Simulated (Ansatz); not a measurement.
# Fe wire along [110], 3 atoms a period: bands by functional and under strain, part 3 of 4

Aim: is the Fe wire along [110], 3 atoms a period a metal or a semiconductor?

Ansatz 0.2.0; DFT PBE, plane waves, PAW; relaxation of a wire's period (the session's first sound run).

So far, conductance of the lead as this run defines it (G₀): step 3 (the perfect wire) 3.97.

### Step 5. Levels at the same atoms, level PBEsol, cutoff 420 eV

This step: DFT PBEsol, plane waves, PAW; bands of a perfect wire at the PBE geometry (Ansatz 0.2.0).

The atoms stay at the PBE geometry and the functional changes. At fixed atoms LDA and the gradient-corrected functionals usually give like bands; this run checks that. Against the first PBE run of this kind, the mesh along the wire has 25 points against 33.

The input, input.yaml:

```yaml
crystal:
  lattice:
    - [8.215, 0.0, 0.0]
    - [0.0, 8.801, 0.0]
    - [0.0, 0.0, 2.442352893]
  atoms:
    - { symbol: Fe, position: [0.419659388, 0.33537599, 0.0], spin: 2.81 }
    - { symbol: Fe, position: [0.367508195, 0.571511073, 0.5], spin: 2.81 }
    - { symbol: Fe, position: [0.626709471, 0.479445419, 0.5], spin: 2.81 }
magnetization:
  spin_polarized: true
kpoints:
  mp_grid: { grid: [1, 1, 25] }
  band_path: { path: ["Γ", Z], npoints: 50 }
scf:
  occupations: { method: fermi_dirac, width: 0.05 }
hamiltonian:
  xc: pbesol
```

On the command line:

```bash
$ ansatz run input.yaml --threads 4 --pin off --max-ram 16384MiB --backend cpu --events-out ev --progress --plain --runs-dir out
```

Numbers of over 12 decimals in the logs are rounded to 6 here.

The log of the run:

```text
[...]
Crystal: 3 atoms, lattice volume = 176.583 Å³
Basis set: ecut = 420 eV, 3443 PW (Γ)
Bands: 34, of which v1, the nominal top of the filled ones, is band 24 counted from 1 (23 counted from 0)
Symmetry: 2 space group operations
[...]
k-points: 13 of 25
[...]
Starting moments: Σ|m| = 8.43 μB on 3 of 3 sites
[...]
k-point 0 ↑: bands = [... 20 lower, -1.6407, -1.5633, -1.1096, -1.0947, -1.0724, -0.6986, -0.5641, -0.5623, ... 6 higher]
  k-point 1 ↑: bands = [... 20 lower, -1.6016, -1.5608, -1.2704, -1.1507, -0.9548, -0.7022, -0.5951, -0.4218, ... 6 higher]
  k-point 2 ↑: bands = [... 20 lower, -1.5933, -1.5627, -1.4409, -1.2838, -0.8523, -0.8136, -0.5433, -0.4244, ... 6 higher]
  k-point 12 ↓: bands = [... 20 lower, 1.3847, 1.5079, 1.6889, 1.6983, 2.0245, 2.2001, 2.7480, 3.5809, ... 6 higher]
[key lines of the parts left out:]
SCF converged after 13 iterations
Magnetization: 9.3195 μB (28.6598 up, 19.3402 down)
Free energy (F): -13340.128698 eV
Fermi energy:    0.565044 eV
```

Elapsed: 17 s, on 4 threads of Arm Neoverse V1, shared host; peak memory 0.58 GiB.

Bands cross the Fermi level, as under PBE at the relaxed period, with an absolute moment of 9.55 μB a cell.

### Step 6. Another level of theory, level r2SCAN, cutoff 500 eV

This step: DFT r2SCAN, plane waves, PAW; bands of a perfect wire at the PBE geometry (Ansatz 0.2.0).

The atoms stay at the PBE geometry and the functional changes. r2SCAN also reads the kinetic-energy density; it often gives larger moments and wider gaps than PBE, at a higher cost. Against the first PBE run of this kind, the cutoff is 500 eV against 420 and the mesh along the wire has 25 points against 33.

Edit input.yaml of step 5 so:

```diff
@@ -17,2 +17,2 @@
 hamiltonian:
-  xc: pbesol
+  xc: r2scan
```

The log of the run:

```text
[...]
Crystal: 3 atoms, lattice volume = 176.583 Å³
Basis set: ecut = 500 eV, 4517 PW (Γ), exchange–correlation on 240×288×72 points (64 copies of the dense FFT grid, shifted against one another)
Bands: 34, of which v1, the nominal top of the filled ones, is band 24 counted from 1 (23 counted from 0)
Symmetry: 2 space group operations
[...]
k-points: 13 of 25
[...]
k-point 0 ↑: bands = [... 20 lower, -2.4620, -2.3533, -1.9231, -1.9092, -1.8641, -1.4467, -1.1581, -1.0669, ... 6 higher]
  k-point 1 ↑: bands = [... 20 lower, -2.4229, -2.3495, -2.0569, -1.9671, -1.7536, -1.5000, -1.2210, -1.1176, ... 6 higher]
  k-point 2 ↑: bands = [... 20 lower, -2.3893, -2.3393, -2.2321, -2.0974, -1.6602, -1.5993, -1.3672, -1.2338, ... 6 higher]
  k-point 12 ↓: bands = [... 20 lower, 1.7925, 1.8667, 2.1344, 2.1908, 2.5238, 2.7978, 3.0825, 3.8454, ... 6 higher]
[key lines of the parts left out:]
SCF converged after 23 iterations
Magnetization: 9.7685 μB (28.8842 up, 19.1158 down)
Free energy (F): -13451.903305 eV
Fermi energy:    0.808544 eV
```

It took 47 s on 4 threads; peak memory 0.91 GiB; 3 min of CPU time.

Electronic bands along the path, in eV, zero at the Fermi level:

| point | up 28 | up 29 | up 30 | up 31 | down 18 | down 19 | down 20 | down 21 |
| --- | --- | --- | --- | --- | --- | --- | --- | --- |
| Γ | -1.88 | -1.87 | -1.79 | 0.35 | -0.56 | -0.38 | 0.30 | 0.39 |
| Z | 1.16 | 1.94 | 3.87 | 5.10 | -0.88 | 0.73 | 0.78 | 0.98 |

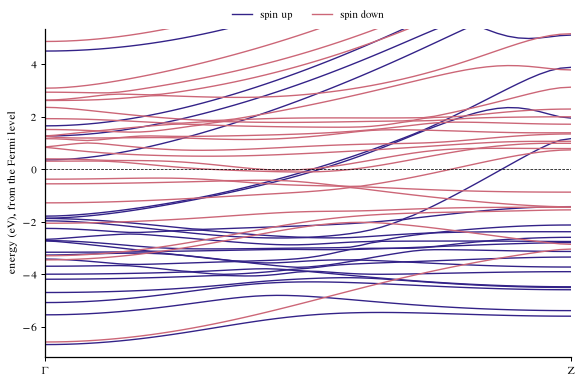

Electronic bands along the path; the two colours are the two spins.

Bands cross the Fermi level, as under PBE at the relaxed period, with an absolute moment of 10.46 μB a cell.

### Step 7. Another level of theory, level PBE, no spin, cutoff 420 eV

This step: DFT PBE, plane waves, PAW; bands of a perfect wire at the PBE geometry (Ansatz 0.2.0).

The same atoms without spin show what the magnetic order does to the bands. Against the first PBE run of this kind, the mesh along the wire has 25 points against 33.

input.yaml, the sections that differ from step 6:

```yaml
crystal:
  lattice:
    - [8.215, 0.0, 0.0]
    - [0.0, 8.801, 0.0]
    - [0.0, 0.0, 2.442352893]
  atoms:
    - { symbol: Fe, position: [0.419659388, 0.33537599, 0.0] }
    - { symbol: Fe, position: [0.367508195, 0.571511073, 0.5] }
    - { symbol: Fe, position: [0.626709471, 0.479445419, 0.5] }
hamiltonian:
  xc: pbe
# kpoints, scf: as in step 6
# magnetization: removed
```

The log of the run:

```text
[...]
Crystal: 3 atoms, lattice volume = 176.583 Å³
Basis set: ecut = 420 eV, 3443 PW (Γ)
Bands: 29, of which v1, the nominal top of the filled ones, is band 24 counted from 1 (23 counted from 0)
Symmetry: 2 space group operations
[...]
k-points: 13 of 25
[...]
--- Band table (eV; the first three rows and the last of 13) ---
  k-point 0: bands = [... 20 lower, -0.2373, -0.1716, 0.1103, 0.1658, 0.2065, 0.3408, 0.4213, 0.9483, ... 1 higher]
  k-point 1: bands = [... 20 lower, -0.2437, -0.1929, -0.0172, 0.1858, 0.3270, 0.3786, 0.4306, 0.9530, ... 1 higher]
  k-point 2: bands = [... 20 lower, -0.3049, -0.2801, -0.1300, 0.1845, 0.3576, 0.4855, 0.5726, 0.7808, ... 1 higher]
  k-point 12: bands = [... 20 lower, 0.1154, 0.1399, 0.3270, 0.3697, 0.4377, 0.6026, 1.2577, 2.6856, ... 1 higher]
[key lines of the parts left out:]
SCF converged after 12 iterations
Free energy (F): -13433.555152 eV
Fermi energy:    0.252771 eV
```

Run time: 5.6 s. Hardware: 4 threads; peak memory 0.45 GiB.

Bands cross the Fermi level, as under PBE at the relaxed period.

### Step 8. At a strained period, period over the relaxed period 1.03, k-mesh 1×1×24

This step: DFT PBE, plane waves, PAW; relaxation at a fixed period (Ansatz 0.2.0).

The period is set to 1.03 times the relaxed one and the atoms relax within it: strain changes bond lengths and angles, which shifts the bands against each other. Against the first PBE run of this kind, the mesh along the wire has 24 points against 33.

The cell differs from the one that the last finished run ended in (c 2.442 → 2.516 Å).

The input, input.yaml:

```yaml
crystal:
  lattice:
    - [8.215, 0.0, 0.0]
    - [0.0, 8.801, 0.0]
    - [0.0, 0.0, 2.5156234798]
  atoms:
    - { symbol: Fe, position: [0.419659388, 0.33537599, 0.0], spin: 2.81 }
    - { symbol: Fe, position: [0.367508195, 0.571511073, 0.5], spin: 2.81 }
    - { symbol: Fe, position: [0.626709471, 0.479445419, 0.5], spin: 2.81 }
magnetization:
  spin_polarized: true
kpoints:
  mp_grid: { grid: [1, 1, 24] }
  band_path: { path: ["Γ", Z], npoints: 50 }
scf:
  occupations: { method: fermi_dirac, width: 0.05 }
hamiltonian:
  xc: pbe
relax:
  max_steps: 40
  f_tol: 0.02
output:
  stress: true
```

The log of the run:

```text
Warning: output.stress: scf.convergence.dr2_threshold = 1e-7 eV (the SCF's general default) is looser than the 3e-10 eV advised for a printed stress (1e-10 eV for each atom of the cell: 3). What an SCF threshold leaves in a stress goes as its square root, and in the free energy as the threshold itself, and one threshold admits the most on a small cell: [figures from the program's tests cut] Every solve of this run an [...]
[...]
Crystal: 3 atoms, lattice volume = 181.880 Å³
Basis set: ecut = 420 eV, 3579 PW (Γ), exchange–correlation on 120×120×36 points (8 copies of the dense FFT grid, shifted against one another)
Bands: 34, of which v1, the nominal top of the filled ones, is band 24 counted from 1 (23 counted from 0)
Symmetry: 2 space group operations
[...]
k-points: 13 of 24
[...]
Starting moments: Σ|m| = 8.43 μB on 3 of 3 sites
[...]
SCF iter   1: F=—  HF=-13434.512983 eV  |F-HF|=—  |Δ(HF+E_count)|=         —  Δρ=2.56e-2 (↑2.54e-2 ↓2.56e-2)  dr2=8.26e0  dr2_m=6.39e-1  M=8.806 μB ∫|m|=8.880 μB  β_m=0.30  ethr=3.10e-3  ⟨swp⟩=8.5  Hψ=4248  notcnv=0
[...]
SCF iter  11: F=-13435.842044 eV  HF=-13435.842044 eV  |F-HF|=4.49e-8  |Δ(HF+E_count)|=   3.02e-7  Δρ=1.33e-5 (↑6.84e-6 ↓1.33e-5)  dr2=3.96e-7  dr2_m=7.10e-8  M=9.385 μB ∫|m|=9.683 μB  ethr=8.65e-9  ⟨swp⟩=1.7  Hψ=2840  notcnv=0
SCF 1 converged in 11 iterations: F = -13435.842044 eV  dr2 = 3.96e-7
[...]
relax step   1: F+E_penalty+E_count = -13435.84204429 eV  Δ(F+E_penalty+E_count) = +0.000e0 eV  max|allowed force component| = 3.023e-1 eV/Å  Δτ_max = 0.0000 Å  (11 SCF iters, dr2 threshold 1.00e-5 eV, accepted)
[...]
SCF iter   6: F=-13435.847739 eV  HF=-13435.847739 eV  |F-HF|=7.19e-7  |Δ(HF+E_count)|=   1.92e-6  Δρ=1.70e-5 (↑6.01e-6 ↓1.70e-5)  dr2=1.02e-6  dr2_m=1.34e-7  M=9.357 μB ∫|m|=9.651 μB  ethr=6.58e-9  ⟨swp⟩=2.0  Hψ=2853  notcnv=0
SCF 2 converged in 6 iterations: F = -13435.847739 eV  dr2 = 1.02e-6
relax step   2: F+E_penalty+E_count = -13435.84773877 eV  Δ(F+E_penalty+E_count) = -5.694e-3 eV  max|allowed force component| = 1.928e-1 eV/Å  Δτ_max = 0.0129 Å  (6 SCF iters, dr2 threshold 5.71e-6 eV, accepted)
SCF iter   1: F=—  HF=-13435.850778 eV  |F-HF|=—  |Δ(HF+E_count)|=         —  Δρ=1.35e-3 (↑1.13e-3 ↓1.35e-3)  dr2=5.71e-3  dr2_m=1.54e-3  M=9.341 μB ∫|m|=9.627 μB  β_m=0.65  ethr=1.24e-4  ⟨swp⟩=4.0  Hψ=2127  notcnv=0  defer=39
[...]
SCF iter   8: F=-13435.851586 eV  HF=-13435.851586 eV  |F-HF|=5.09e-7  |Δ(HF+E_count)|=   2.76e-7  Δρ=9.40e-6 (↑9.12e-6 ↓9.40e-6)  dr2=5.12e-7  dr2_m=1.34e-8  M=9.323 μB ∫|m|=9.607 μB  ethr=7.41e-10  ⟨swp⟩=1.7  Hψ=2843  notcnv=0
SCF 3 converged in 8 iterations: F = -13435.851586 eV  dr2 = 5.12e-7
relax step   3: F+E_penalty+E_count = -13435.85158561 eV  Δ(F+E_penalty+E_count) = -3.847e-3 eV  max|allowed force component| = 8.909e-3 eV/Å  Δτ_max = 0.0221 Å  (8 SCF iters, dr2 threshold 2.32e-6 eV, accepted)
[...]
SCF iter   3: F=-13435.851586 eV  HF=-13435.851586 eV  |F-HF|=2.82e-9  |Δ(HF+E_count)|=  9.53e-10  Δρ=3.76e-6 (↑2.02e-6 ↓3.76e-6)  dr2=1.45e-8  dr2_m=1.27e-8  M=9.323 μB ∫|m|=9.607 μB  ethr=5.36e-11  ⟨swp⟩=1.5  Hψ=2555  notcnv=0
SCF 4 converged in 3 iterations: F = -13435.851586 eV  dr2 = 1.45e-8
relax step   4: F+E_penalty+E_count = -13435.85158610 eV  Δ(F+E_penalty+E_count) = -4.891e-7 eV  max|allowed force component| = 9.033e-3 eV/Å  Δτ_max = 0.0000 Å  (3 SCF iters, accepted)
[...]
the band table was solved once a step of the walk had ended and its energy, with any forces and stress, was formed, with the checks that follow a solve (4366 applications of the Hamiltonian). They found nothing against the state; the energy, forces and stress were not computed again (output.eigenvalues in the input reference)
[...]
SCF converged after 3 iterations
Magnetization: 9.3231 μB (28.6616 up, 19.3384 down)
Absolute magnetization: 9.6088 μB (∫|ρ↑−ρ↓|, with the PAW one-centre terms)
[...]
Per-site moments (μB) at R_I (Å): [(2.825400, 1.000671), (2.808172, 0.935114), (2.807185, 0.935114)]
Free energy (F): -13435.851586 eV
[...]
Internal energy: -13435.815997 eV  (E = F + TS)
E sigma→0 (E₀):  -13435.833791 eV
Entropy (-TS):   -0.035589 eV (-11.863 meV/atom)
Fermi energy:    0.523869 eV
[...]
--- Forces (eV/Å), atoms counted from 1 ---
  atom   1  Fe     0.00350952     0.00905162     0.00000000
  atom   2  Fe    -0.00646531    -0.00323054     0.00000000
  atom   3  Fe     0.00297059    -0.00576501     0.00000000
  max |Σ_I F_I| component: 5.61e-5 eV/Å
--- Stress (GPa, compression-positive) ---
        0.172104       0.005605       0.000000
        0.005605       0.148993       0.000000
        0.000000       0.000000      -1.036855
  P = ⅓ Tr σ = -0.2386 GPa (-2.386 kbar)
--- Band table (eV; the first three rows and the last of 26) ---
  k-point 0 ↑: bands = [... 20 lower, -1.6585, -1.5774, -1.3768, -1.2662, -1.1192, -0.7228, -0.6461, -0.5288, ... 6 higher]
  k-point 1 ↑: bands = [... 20 lower, -1.6460, -1.5817, -1.4634, -1.3197, -1.0414, -0.7982, -0.5695, -0.4606, ... 6 higher]
  k-point 2 ↑: bands = [... 20 lower, -1.6673, -1.6628, -1.5379, -1.4079, -0.9382, -0.9025, -0.6257, -0.5238, ... 6 higher]
  k-point 12 ↓: bands = [... 20 lower, 1.2999, 1.3927, 1.6359, 1.6760, 1.9947, 2.1650, 2.5724, 3.4517, ... 6 higher]
--- Relaxed structure (4 steps of the walk, 4 accepted, 0 SCFs on fresh bases) ---
  F+E_penalty+E_count = -13435.85158610 eV   max|allowed force component| = 9.033e-3 eV/Å
  atoms:
    - { symbol: Fe, position: [0.421175, 0.339087, 0.0] }
    - { symbol: Fe, position: [0.367371, 0.569364, 0.500000] }
    - { symbol: Fe, position: [0.625331, 0.477881, 0.500000] }
```

Elapsed: 26 s, on 4 threads; peak memory 0.61 GiB.

The steps of the relaxation:

| step | energy less that of the first step (eV) | largest force component (eV/Å) |
| --- | --- | --- |
| 1 | 0.0000 | 0.3023 |
| 2 | -0.0057 | 0.1928 |
| 3 | -0.0095 | 0.0089 |
| 4 | -0.0095 | 0.0090 |

Forces are held to the 2 operations that the run works with; a distortion that breaks them can't arise in this run.

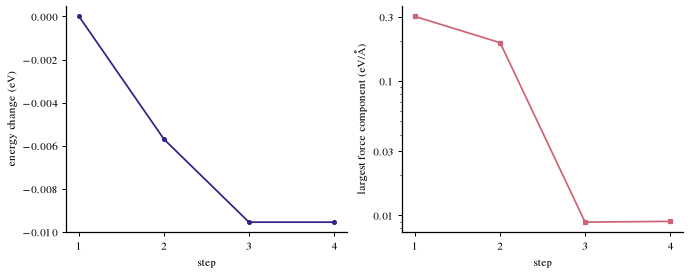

Energy and largest force along the relaxation.

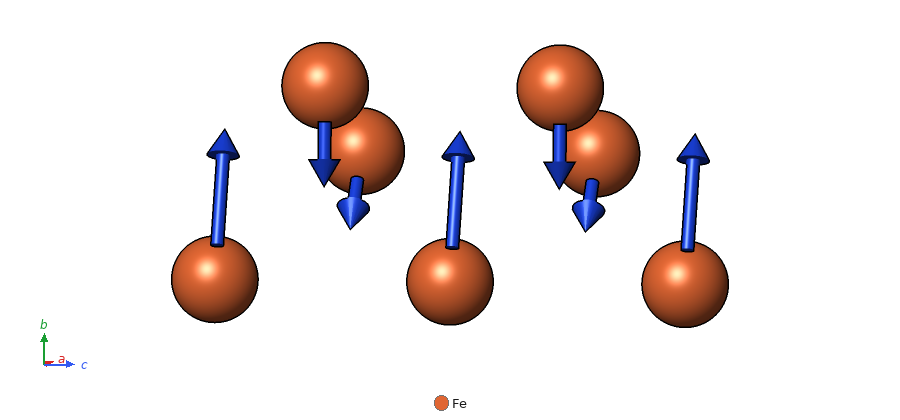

Displacements in the relaxation, exaggerated; the longest in the cell stands for 0.03 Å. 1×1×2 cells are drawn. Some periodic images of atoms are drawn too.

The atoms that moved most (Å):

| atom | dx | dy | dz | length |
| --- | --- | --- | --- | --- |
| Fe1 | 0.012 | 0.033 | 0.000 | 0.035 |
| Fe2 | -0.001 | -0.019 | 0.000 | 0.019 |
| Fe3 | -0.011 | -0.014 | 0.000 | 0.018 |

Final coordinates:

```
Fe
1.0
     8.21500    0.00000    0.00000
     0.00000    8.80100    0.00000
     0.00000    0.00000    2.51562
Fe
3
Cartesian
  3.4600 2.9843 0.0000
  3.0179 5.0110 1.2578
  5.1371 4.2058 1.2578
```

Numbers from this step:

| Quantity | Value |
| --- | --- |
| energy at zero smearing | -13435.8338 eV |
| total moment | 9.323 μB |
| absolute moment | 9.609 μB |

The electronic bands at the labelled points (eV, zero at the Fermi level):

| point | up 27 | up 28 | up 29 | up 30 | down 18 | down 19 | down 20 | down 21 |
| --- | --- | --- | --- | --- | --- | --- | --- | --- |
| Γ | -1.17 | -1.05 | -0.93 | -0.89 | -0.29 | -0.07 | 0.21 | 0.27 |
| Z | -0.65 | 1.32 | 2.03 | 3.90 | -0.69 | 0.40 | 0.42 | 0.78 |

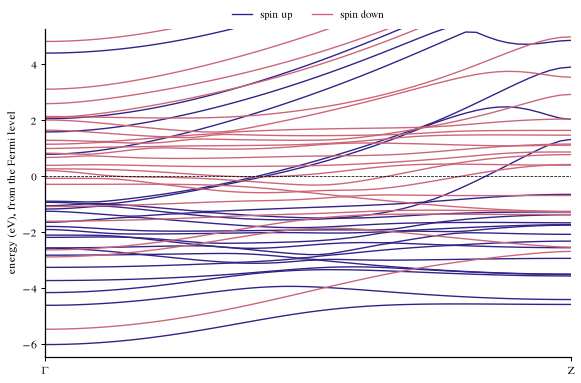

Electronic bands along the path; the two colours are the two spins.

Bands cross the Fermi level, as under PBE at the relaxed period, with an absolute moment of 9.61 μB a cell.

### Step 9. At a strained period, period over the relaxed period 1.1, k-mesh 1×1×23

The period is set to 1.1 times the relaxed one and the atoms relax within it: strain changes bond lengths and angles, which shifts the bands against each other. Against the first PBE run of this kind, the mesh along the wire has 23 points against 33.

The cell differs from the one that the last finished run ended in (c 2.516 → 2.687 Å).

Edit input.yaml of step 8 so:

```diff
@@ -4,3 +4,3 @@
     - [0.0, 8.801, 0.0]
-    - [0.0, 0.0, 2.5156234798]
+    - [0.0, 0.0, 2.6865881823]
   atoms:
@@ -12,3 +12,3 @@
 kpoints:
-  mp_grid: { grid: [1, 1, 24] }
+  mp_grid: { grid: [1, 1, 23] }
   band_path: { path: ["Γ", Z], npoints: 50 }
```

The log of the run:

```text
[...]
Crystal: 3 atoms, lattice volume = 194.241 Å³
Basis set: ecut = 420 eV, 3811 PW (Γ), exchange–correlation on 120×120×36 points (8 copies of the dense FFT grid, shifted against one another)
Bands: 34, of which v1, the nominal top of the filled ones, is band 24 counted from 1 (23 counted from 0)
[...]
--- Relaxed structure (5 steps of the walk, 5 accepted, 0 SCFs on fresh bases) ---
  F+E_penalty+E_count = -13435.80569820 eV   max|allowed force component| = 1.508e-2 eV/Å
  atoms:
    - { symbol: Fe, position: [0.423958, 0.350354, 0.0] }
    - { symbol: Fe, position: [0.367182, 0.565912, 0.500000] }
    - { symbol: Fe, position: [0.622738, 0.470067, 0.500000] }
[key lines of the parts left out:]
SCF converged after 8 iterations
Magnetization: 9.5414 μB (28.7707 up, 19.2293 down)
Free energy (F): -13435.805698 eV
Fermi energy:    0.307918 eV
P = ⅓ Tr σ = -0.2929 GPa (-2.929 kbar)
```

It took 34 s on 4 threads; peak memory 0.64 GiB; 2.2 min of CPU time.

The steps of the relaxation:

| step | energy less that of the first step (eV) | largest force component (eV/Å) |
| --- | --- | --- |
| 1 | 0.0000 | 1.2982 |
| 2 | -0.1248 | 0.7152 |
| 3 | -0.1618 | 0.1915 |
| 4 | -0.1640 | 0.0619 |
| 5 | -0.1643 | 0.0151 |

Forces are held to the 2 operations that the run works with; a distortion that breaks them can't arise in this run.

The atoms that moved most (Å):

| atom | dx | dy | dz | length |
| --- | --- | --- | --- | --- |
| Fe1 | 0.035 | 0.132 | 0.000 | 0.136 |
| Fe3 | -0.033 | -0.083 | 0.000 | 0.089 |
| Fe2 | -0.003 | -0.049 | 0.000 | 0.049 |

The relaxed structure:

```xyz
3
Lattice="8.2150 0.0000 0.0000 0.0000 8.8010 0.0000 0.0000 0.0000 2.6866" Properties=species:S:1:pos:R:3
Fe    3.4828    3.0835    0.0000
Fe    3.0164    4.9806    1.3433
Fe    5.1158    4.1371    1.3433
```

This step gave:

```yaml
energy_at_zero_smearing: -13435.7941 eV
total_moment: 9.541 μB
absolute_moment: 9.798 μB
```

Electronic bands along the path, in eV, zero at the Fermi level:

| point | up 27 | up 28 | up 29 | up 30 | down 19 | down 20 | down 21 | down 22 |
| --- | --- | --- | --- | --- | --- | --- | --- | --- |
| Γ | -1.05 | -0.98 | -0.94 | -0.89 | 0.04 | 0.18 | 0.33 | 0.35 |
| Z | -0.94 | 0.79 | 1.35 | 3.39 | 0.16 | 0.52 | 0.69 | 0.74 |

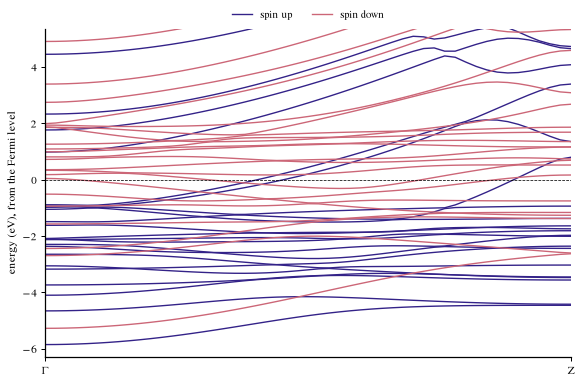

Electronic bands along the path; the two colours are the two spins.

Bands cross the Fermi level, as under PBE at the relaxed period, with an absolute moment of 9.80 μB a cell.

(Part 3 of 4 ends here.)

[Logs are printed without paths, hosts, clocks, repeated set-up lines and the standing remarks that a program may print on its own settings, such as how far it seeks lower states.]

[Hosts, paths, dates, database ids (printed as entryN), source tags and the programs' standing remarks are cut or masked in the printed files.]
